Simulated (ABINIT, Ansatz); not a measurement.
# Ba2MgH6 (P-3m1): bands and cutoff in G0W0 with ABINIT

Wanted: a converged G0W0 gap of Ba2MgH6 (P-3m1), or an estimate of the limit.

Calculated with ABINIT 10.8.3; LDA and many-body steps on it, plane waves.

## 1. The structure

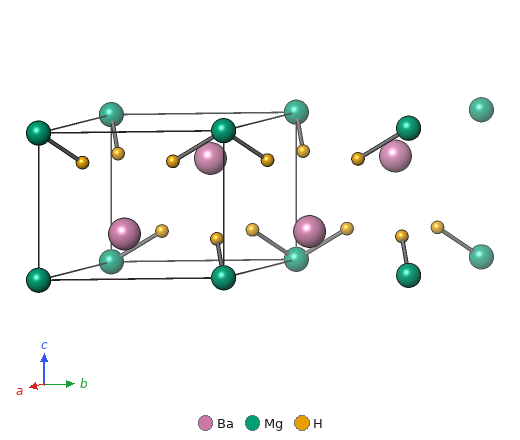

Start, viewed slightly off an axis; barium pink, magnesium teal, hydrogen orange. 1×2×1 cells are drawn. Bonds to atoms that aren't drawn are left out. Some periodic images of atoms are drawn too.

The cell and positions are those that the Materials Project relaxed with its own functionals (PBE, PBE+U or r2SCAN), kept fixed. Spin-orbit coupling is left out unless a step names it.

## 2. Empty states on the mesh, 3×3×2 mesh, 248 bands

This step: ABINIT 10.8.3; DFT, LDA, plane waves, norm-conserving pseudopotentials.

The sums over transitions need many empty states on a uniform mesh; this step solves for them.

Input file run.abi:

```
acell 3*1.0 Angstrom
rprim 
  5.717818886904 0.000000000024 0.000000000000
  -2.858909443473 4.951776410285 0.000000000000
  0.000000000000 0.000000000000 4.538310090000
ntypat 3
znucl 56 12 1
natom 9
typat 1 1 2 3 3 3 3 3 3
xred 
  0.666666666667 0.333333333333 0.267038260000
  0.333333333333 0.666666666667 0.732961740000
  0.000000000000 0.000000000000 0.000000000000
  0.829634400000 0.659268800000 0.775326710000
  0.829634400000 0.170365600000 0.775326710000
  0.340731200000 0.170365600000 0.775326710000
  0.170365600000 0.340731200000 0.224673290000
  0.170365600000 0.829634400000 0.224673290000
  0.659268800000 0.829634400000 0.224673290000
pp_dirpath "pseudos"
pseudos "Ba.upf, Mg.upf, H.upf"
ecut 38
ngkpt 3 3 2
nshiftk 1
shiftk 0 0 0
kptopt 1
chksymbreak 0
iscf -2
irdden 1
istwfk *1
nband 248
nbdbuf 22
tolwfr 1e-09
nstep 60
prtvol 0
indata_prefix "in"
outdata_prefix "out"
tmpdata_prefix "tmp"
```

Command:

```
$ OMP_NUM_THREADS=1 mpirun -n 4 abinit run.abi > log
```

Numbers of over 12 decimals in the logs are rounded to 6 here.

The log of the run:

```text
.Version 10.8.3 of ABINIT. v10.8.2 released Aug 2026.

 Symmetries : space group P-3 m 1 (#164); Bravais hP (primitive hexag.)
[... echo of the input left out ...]
== DATASET  1 ==================================================================
-   mpi_nproc: 4, omp_nthreads: 1 (-1 if OMP is not activated)

--- !DatasetInfo
iteration_state: {dtset: 1, }
dimensions: {natom: 9, nkpt: 6, mband: 248, nsppol: 1, nspinor: 1, nspden: 1, mpw: 9726, }
cutoff_energies: {ecut:  38.0, pawecutdg:  -1.0, }
[...]
2.81582    2.81984    2.81984    2.83096    2.83096    2.84896    2.84933    2.84933
   2.85482    2.86055    2.86055    2.88910    2.88947    2.90235    2.90871    2.91110
 prteigrs : prtvol=0 or 1, do not print more k-points.

== END DATASET(S) ==============================================================
================================================================================

 -outvars: echo values of variables after computation  --------
            nband         248
             nkpt           6
          spgroup         164
 [... the other variables as echoed above ...]

 Calculation completed.
```

Wall time 2.7 min (4 MPI ranks of Arm Neoverse V2, shared host); peak memory 0.55 GiB; 11 min of CPU time.

Numbers from this step:

```yaml
gap: 2.607 eV
k_of_the_valence_top: 0.3333, 0, 0
k_of_the_conduction_bottom: 0, 0, 0
least_direct_gap: 2.729 eV
k_points_computed: 6
lowest_point_of_the_top_converged_band_above_the_valence_top: 71.6634 eV
```

On this mesh the gap is 2.607 eV.

The density comes from a self-consistent run that is not shown.

## 3. Screening, 3×3×2 mesh, 44 bands, screening to 62.6 eV

The RPA dielectric matrix is built and inverted for each q.

This step: RPA screening on LDA, plane waves, norm-conserving pseudopotentials.

Changes to run.abi since step 2:

```diff
@@ -27,10 +27,11 @@
 chksymbreak 0
-iscf -2
-irdden 1
 istwfk *1
-nband 248
-nbdbuf 22
-tolwfr 1e-09
-nstep 60
-prtvol 0
+occopt 1
+irdwfk 1
+optdriver 3
+nband 44
+ecuteps 2.3
+inclvkb 2
+awtr 1
+symchi 1
 indata_prefix "in"
```

The log of the run:

```text
.Version 10.8.3 of ABINIT. v10.8.2 released Aug 2026.

 Symmetries : space group P-3 m 1 (#164); Bravais hP (primitive hexag.)
[... echo of the input left out ...]
== DATASET  1 ==================================================================
-   mpi_nproc: 4, omp_nthreads: 1 (-1 if OMP is not activated)

--- !DatasetInfo
iteration_state: {dtset: 1, }
dimensions: {natom: 9, nkpt: 6, mband: 44, nsppol: 1, nspinor: 1, nspden: 1, mpw: 9726, }
cutoff_energies: {ecut:  38.0, pawecutdg:  -1.0, }
electrons: {nelect:   3.60000000E+01, charge:   0.00000000E+00, occopt:   1.00000000E+00, tsmear:   1.00000000E-02, }

 SCREENING: Calculation of the susceptibility and dielectric matrices

 Based on a program developped by R.W. Godby, V. Olevano, G. Onida, and L. Reining.
 Incorporated in ABINIT by V. Olevano, G.-M. Rignanese, and M. Torrent.
.Using double precision arithmetic ; gwpc =  8

[... cell and pseudopotentials left out ...]
--------------------------------------------------------------------------------

 ==== K-mesh for the wavefunctions ====
 Number of points in the irreducible wedge :     6
[... list of points left out ...]
 Together with 12 symmetry operations and time-reversal symmetry
 yields    18 points in the full Brillouin Zone.

 ==== Q-mesh for the screening function ====
 Number of points in the irreducible wedge :     6
[... list of points left out ...]
 Together with 12 symmetry operations and time-reversal symmetry
 yields    18 points in the full Brillouin Zone.

 setmesh: FFT mesh size selected  =    36x   36x   30
          total number of points  =        38880

 vcoul_init : cutoff-mode = AUXILIARY_FUNCTION
 q-points for optical limit:   1
     1)      0.000010    0.000020    0.000030

- screening: taking advantage of time-reversal symmetry
- Maximum band index for partially occupied states nbvw = 18
- Remaining bands to be divided among processors   nbcw = 26
- Number of bands treated by each node ~6

 Number of electrons calculated from density =   36.0000; Expected =   36.0000
 average of density, n =  0.041516
 r_s =    1.7916
 omega_plasma =   19.6547 [eV]

 calculating chi0 at frequencies [eV] :
  1    0.000000E+00    0.000000E+00
  2    0.000000E+00    1.965467E+01

--------------------------------------------------------------------------------
  q-point number  1        q = ( 0.000000, 0.000000, 0.000000) [r.l.u.]
--------------------------------------------------------------------------------
[... chi0 elements left out ...]
 For q-point:  0.000010 0.000020 0.000030
  dielectric constant =   6.0799
  dielectric constant without local fields =   6.8003

  Average fulfillment of the sum rule on Im[epsilon] for q-point    1 :     35.72  [%]
[... wings left out ...]
  q-point number  2        q = ( 0.333333, 0.000000, 0.000000) [r.l.u.]
--------------------------------------------------------------------------------
[... chi0 elements left out ...]
  Average fulfillment of the sum rule on Im[epsilon] for q-point    2 :     54.28  [%]

 [... 4 further q-points ...]
```

Wall time 10 s (4 MPI ranks); peak memory 1.1 GiB; 40 s of CPU time.

Numbers from this step:

| Item | Value |
| --- | --- |
| ε∞ with local fields, on this mesh, along the program's q direction | 6.080 |
| the same without local fields | 6.800 |
| plasma frequency | 19.65 eV |
| plane waves in the screening matrix | 149 |

Local fields lower ε∞ by 11 %. On a Γ-centred mesh this coarse the value itself is usually too large, while a short band sum pulls it down.

## 4. 44 bands, 62.6 eV

The self-energy is evaluated for the states that the input lists, and the levels follow from it, in one-shot runs by the linearised quasiparticle equation.

This step: G0W0 on LDA, plane waves, norm-conserving pseudopotentials.

Changes to run.abi since step 3:

```diff
@@ -30,8 +30,17 @@
 irdwfk 1
-optdriver 3
+optdriver 4
 nband 44
+gwcalctyp 0
+ecutsigx 38
+symsigma 1
+nkptgw 2
+kptgw 
+  0.3333333333 0.0000000000 0.0000000000
+  0.0000000000 0.0000000000 0.0000000000
+bdgw 
+  17 20
+  17 21
 ecuteps 2.3
-inclvkb 2
-awtr 1
-symchi 1
+irdscr 1
+ppmodel 1
 indata_prefix "in"
```

The log of the run:

```text
.Version 10.8.3 of ABINIT. v10.8.2 released Aug 2026.

 Symmetries : space group P-3 m 1 (#164); Bravais hP (primitive hexag.)
[... echo of the input left out ...]
== DATASET  1 ==================================================================
-   mpi_nproc: 4, omp_nthreads: 1 (-1 if OMP is not activated)

--- !DatasetInfo
iteration_state: {dtset: 1, }
dimensions: {natom: 9, nkpt: 6, mband: 44, nsppol: 1, nspinor: 1, nspden: 1, mpw: 9726, }
cutoff_energies: {ecut:  38.0, pawecutdg:  -1.0, }
electrons: {nelect:   3.60000000E+01, charge:   0.00000000E+00, occopt:   1.00000000E+00, tsmear:   1.00000000E-02, }

 SIGMA: Calculation of the GW corrections

 Based on a program developped by R.W. Godby, V. Olevano, G. Onida, and L. Reining.
 Incorporated in ABINIT by V. Olevano, G.-M. Rignanese, and M. Torrent.
.Using double precision arithmetic ; gwpc =  8

[... cell and pseudopotentials left out ...]
--------------------------------------------------------------------------------

 ==== K-mesh for the wavefunctions ====
 Number of points in the irreducible wedge :     6
[... list of points left out ...]
 Together with 12 symmetry operations and time-reversal symmetry
 yields    18 points in the full Brillouin Zone.

 ==== Q-mesh for screening function ====
 Number of points in the irreducible wedge :     6
[... list of points left out ...]
 Together with 12 symmetry operations and time-reversal symmetry
 yields    18 points in the full Brillouin Zone.

 vcoul_init : cutoff-mode = AUXILIARY_FUNCTION
 q-points for optical limit:   1
     1)      0.000010    0.000020    0.000030
 setmesh: FFT mesh size selected  =    54x   54x   48
          total number of points  =       139968

 Number of electrons calculated from density =   36.0000; Expected =   36.0000
 average of density, n =  0.041516
 r_s =    1.7916
 omega_plasma =   19.6547 [eV]

 === KS Band Gaps ===
  >>>> For spin  1
   Minimum direct gap =   2.7286 [eV], located at k-point      :   0.0000  0.0000  0.0000
   Fundamental gap    =   2.6073 [eV], Top of valence bands at :   0.3333  0.0000  0.0000
                                       Bottom of conduction at :   0.0000  0.0000  0.0000
 SIGMA fundamental parameters:
 PLASMON POLE MODEL  1
 number of plane-waves for SigmaX                 9653
 number of plane-waves for SigmaC and W            149
 number of plane-waves for wavefunctions          9653
 number of bands                                    44
 number of independent spin polarizations            1
 number of spinorial components                      1
 number of k-points in IBZ                           6
 number of q-points in IBZ                           6
 number of symmetry operations                      12
 number of k-points in BZ                           18
 number of q-points in BZ                           18
 number of frequencies for dSigma/dE                 9
 frequency step for dSigma/dE [eV]                0.25
 number of omega for Sigma on real axis              0
 max omega for Sigma on real axis  [eV]           0.00
 zcut for avoiding poles [eV]                     0.10

 EPSILON^-1 parameters (SCR file):
 dimension of the eps^-1 matrix on file            149
 dimension of the eps^-1 matrix used               149
 number of plane-waves for wavefunctions          9653
 number of bands                                    44
 number of q-points in IBZ                           6
 number of frequencies                               2
 number of real frequencies                          1
 number of imag frequencies                          1

 matrix elements of self-energy operator (all in [eV])

 Perturbative Calculation

--- !SelfEnergy_ee
iteration_state: {dtset: 1, }
kpoint     : [   0.333,    0.000,    0.000, ]
spin       : 1
KS_gap     :    3.236
QP_gap     :    5.015
Delta_QP_KS:    1.780
data: !SigmaeeData |
     Band     E0 <VxcDFT>   SigX SigC(E0)      Z dSigC/dE  Sig(E)    E-E0       E
       17   2.791 -10.749 -13.691   2.746   0.786  -0.272 -10.903  -0.155   2.636
       18   3.309 -10.983 -13.836   2.694   0.790  -0.266 -11.109  -0.126   3.184
       19   6.545  -9.314  -4.491  -2.827   0.829  -0.207  -7.660   1.654   8.199
       20   6.673  -9.659  -4.626  -2.921   0.827  -0.210  -7.913   1.746   8.419

--- !SelfEnergy_ee
iteration_state: {dtset: 1, }
kpoint     : [   0.000,    0.000,    0.000, ]
spin       : 1
KS_gap     :    2.729
QP_gap     :    4.350
Delta_QP_KS:    1.622
data: !SigmaeeData |
     Band     E0 <VxcDFT>   SigX SigC(E0)      Z dSigC/dE  Sig(E)    E-E0       E
       17   3.188 -10.948 -13.800   2.707   0.790  -0.265 -11.062  -0.115   3.073
       18   3.188 -10.948 -13.800   2.707   0.790  -0.265 -11.062  -0.115   3.073
       19   5.916  -9.024  -4.632  -2.581   0.832  -0.202  -7.517   1.507   7.423
       20   7.049  -9.780  -4.575  -3.004   0.825  -0.212  -7.964   1.815   8.865
       21   7.049  -9.780  -4.575  -3.004   0.825  -0.212  -7.964   1.815   8.865

== END DATASET(S) ==============================================================
================================================================================

 -outvars: echo values of variables after computation  --------
           etotal      0.0000000000E+00
            nband          44
             nkpt           6
          spgroup         164
 [... the other variables as echoed above ...]

 Calculation completed.
```

Elapsed: 4.2 s, on 4 MPI ranks; peak memory 0.85 GiB; 16 s of CPU time.

This step gave:

| Quantity | Value |
| --- | --- |
| G0W0 gap on the points computed | 4.239 eV |
| starting gap on the mesh | 2.607 eV |
| k of the valence top | 0.3333, 0, 0 |
| k of the conduction bottom | 0, 0, 0 |
| Z at the valence top | 0.79 |
| Z at the conduction bottom | 0.832 |
| least direct G0W0 gap on the computed points | 4.35 eV |

The gap on the mesh goes from 2.61 eV to 4.24 eV, a correction of +1.63 eV.

## 5. Screening, 3×3×2 mesh, 103 bands, screening to 114.3 eV

This step: RPA screening on LDA, plane waves, norm-conserving pseudopotentials.

Changes to run.abi since step 4:

```diff
@@ -30,17 +30,8 @@
 irdwfk 1
-optdriver 4
-nband 44
-gwcalctyp 0
-ecutsigx 38
-symsigma 1
-nkptgw 2
-kptgw 
-  0.3333333333 0.0000000000 0.0000000000
-  0.0000000000 0.0000000000 0.0000000000
-bdgw 
-  17 20
-  17 21
-ecuteps 2.3
-irdscr 1
-ppmodel 1
+optdriver 3
+nband 103
+ecuteps 4.2
+inclvkb 2
+awtr 1
+symchi 1
 indata_prefix "in"
```

The log of the run:

```text
.Version 10.8.3 of ABINIT. v10.8.2 released Aug 2026.

 Symmetries : space group P-3 m 1 (#164); Bravais hP (primitive hexag.)
[... echo of the input left out ...]
== DATASET  1 ==================================================================
-   mpi_nproc: 4, omp_nthreads: 1 (-1 if OMP is not activated)

--- !DatasetInfo
iteration_state: {dtset: 1, }
dimensions: {natom: 9, nkpt: 6, mband: 103, nsppol: 1, nspinor: 1, nspden: 1, mpw: 9726, }
cutoff_energies: {ecut:  38.0, pawecutdg:  -1.0, }
electrons: {nelect:   3.60000000E+01, charge:   0.00000000E+00, occopt:   1.00000000E+00, tsmear:   1.00000000E-02, }

 SCREENING: Calculation of the susceptibility and dielectric matrices

 Based on a program developped by R.W. Godby, V. Olevano, G. Onida, and L. Reining.
 Incorporated in ABINIT by V. Olevano, G.-M. Rignanese, and M. Torrent.
.Using double precision arithmetic ; gwpc =  8

[... cell and pseudopotentials left out ...]
--------------------------------------------------------------------------------

 ==== K-mesh for the wavefunctions ====
 Number of points in the irreducible wedge :     6
[... list of points left out ...]
 Together with 12 symmetry operations and time-reversal symmetry
 yields    18 points in the full Brillouin Zone.

 ==== Q-mesh for the screening function ====
 Number of points in the irreducible wedge :     6
[... list of points left out ...]
 Together with 12 symmetry operations and time-reversal symmetry
 yields    18 points in the full Brillouin Zone.

 setmesh: FFT mesh size selected  =    36x   36x   32
          total number of points  =        41472

 vcoul_init : cutoff-mode = AUXILIARY_FUNCTION
 q-points for optical limit:   1
     1)      0.000010    0.000020    0.000030

- screening: taking advantage of time-reversal symmetry
- Maximum band index for partially occupied states nbvw = 18
- Remaining bands to be divided among processors   nbcw = 85
- Number of bands treated by each node ~21

 Number of electrons calculated from density =   36.0000; Expected =   36.0000
 average of density, n =  0.041516
 r_s =    1.7916
 omega_plasma =   19.6547 [eV]

 calculating chi0 at frequencies [eV] :
  1    0.000000E+00    0.000000E+00
  2    0.000000E+00    1.965467E+01

--------------------------------------------------------------------------------
  q-point number  1        q = ( 0.000000, 0.000000, 0.000000) [r.l.u.]
--------------------------------------------------------------------------------
[... chi0 elements left out ...]
 For q-point:  0.000010 0.000020 0.000030
  dielectric constant =   6.1163
  dielectric constant without local fields =   6.8352

  Average fulfillment of the sum rule on Im[epsilon] for q-point    1 :     64.60  [%]
[... wings left out ...]
  q-point number  2        q = ( 0.333333, 0.000000, 0.000000) [r.l.u.]
--------------------------------------------------------------------------------
[... chi0 elements left out ...]
  Average fulfillment of the sum rule on Im[epsilon] for q-point    2 :     73.59  [%]

 [... 4 further q-points ...]
```

Run time: 28 s. Hardware: 4 MPI ranks; peak memory 1.4 GiB; 1.8 min of CPU time.

Numbers from this step:

| Item | Value |
| --- | --- |
| ε∞ with local fields, on this mesh, along the program's q direction | 6.116 |
| the same without local fields | 6.835 |
| plasma frequency | 19.65 eV |
| plane waves in the screening matrix | 355 |

(Continued in part 2 of 2.)

[Paths, hosts, dates, memory and timing lines, banners, echoed tables and standing remarks are left out of the program output.]

[Logs are printed without paths, hosts, clocks, repeated set-up lines and the standing remarks that a program may print on its own settings, such as how far it seeks lower states.]

[Runs of the session that timed out or met a known fault of the program may be left out.]

[Hosts, paths, dates, database ids (printed as entryN), source tags and the programs' standing remarks are cut or masked in the printed files.]

[G0W0 gaps are taken among the corrected bands and points alone; a level outside them can change the order at an edge.]

[Where Ansatz stands beside ABINIT at settings called matched, ABINIT's density can come from a denser mesh and the files from another edition; pairs whose starting gaps differed by over 0.03 eV were left out, so agreement reads better than it is.]
